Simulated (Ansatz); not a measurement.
B₂H₄

The calculation's input:

```
crystal:
  periodic: [false, false, false]
  atoms:
    - { symbol: B, position_ang: [-0.2087, -0.8362, -0.0744] }
    - { symbol: B, position_ang: [0.2382, 0.7761, 0.0785] }
    - { symbol: H, position_ang: [-0.6206, -1.4077, 0.8505] }
    - { symbol: H, position_ang: [-0.2084, -1.2827, -1.1586] }
    - { symbol: H, position_ang: [0.5746, 1.3897, -0.8889] }
    - { symbol: H, position_ang: [0.2671, 1.2968, 1.1468] }
basis:
  gaussian: { orbitals: def2-SVP }
hamiltonian:
  xc: pbe0
relax:
  f_tol: 0.015
  max_steps: 40
output:
  orbitals: {}
```

Command:

```sh
ansatz run input.yaml --threads 1 --pin off --max-ram 2048MiB --backend cpu --events-out ev --progress --plain --runs-dir out
```

The fields are those of the relaxed geometry.

All numbers below come from RKS PBE0/def2-SVP in Ansatz.

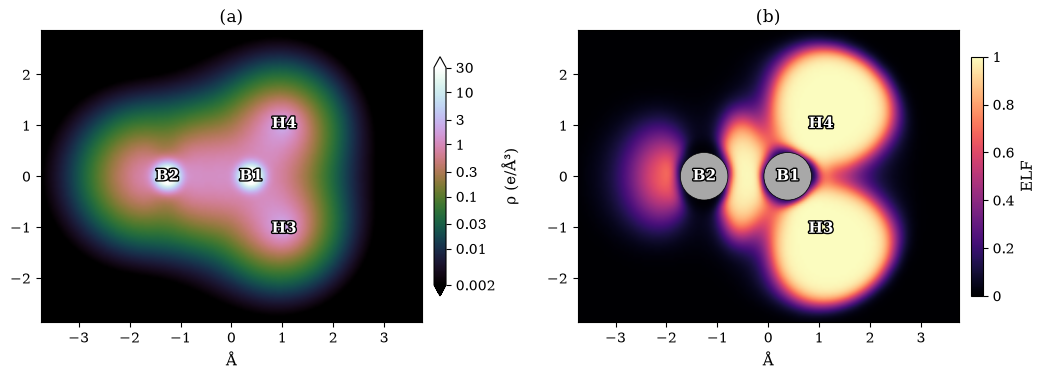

Figure 1. (a) electron density; (b) ELF on the plane of atoms H3, B1 and H4. Grey discs cover the atomic cores in the ELF map.

Question: What does the map show?

Answer:
- The section cuts through B and H sites.
- B–B (1.64 Å): ρ is about 1.2 e/Å³ halfway; the ELF peaks at about 1 between the atoms: a covalent bond.
- B–H (1.21 Å): ρ at the midpoint is about 1.2 e/Å³; the ELF climbs to about 1 towards the hydrogen, as it does in any bond to H: an ordinary covalent bond to hydrogen.

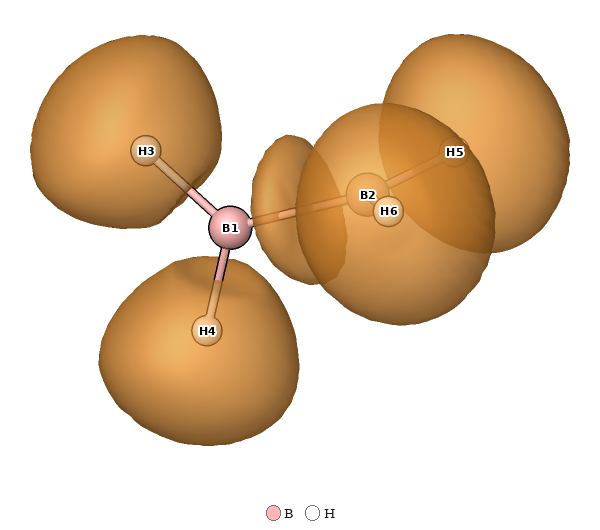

Figure 2. Isosurface of the electron localisation function at 0.85 (orange), seen at an oblique angle. Only the valence region is drawn (cores and ρ < 0.01 e/Å³ removed).

Question: Where are the electrons localised?

Answer: The surface consists of one region between bonded B–B atoms (shared pairs) and four regions around hydrogen nuclei.

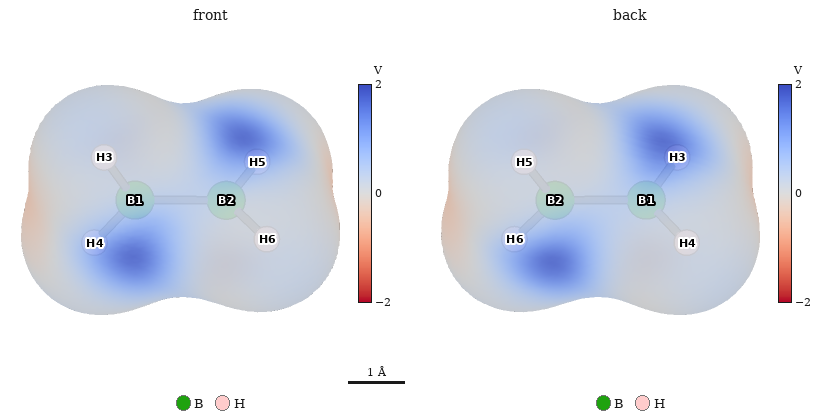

Figure 3. The molecular electrostatic potential painted on the density surface at 0.002 e/bohr³, seen from the front and from behind; the colour scale runs from red (negative) to blue (positive).

Question: Describe the electrostatic potential map.

Answer: The most negative region (about −0.3 V) lies over H5, the most positive (about +1.7 V) over B1 and B2.
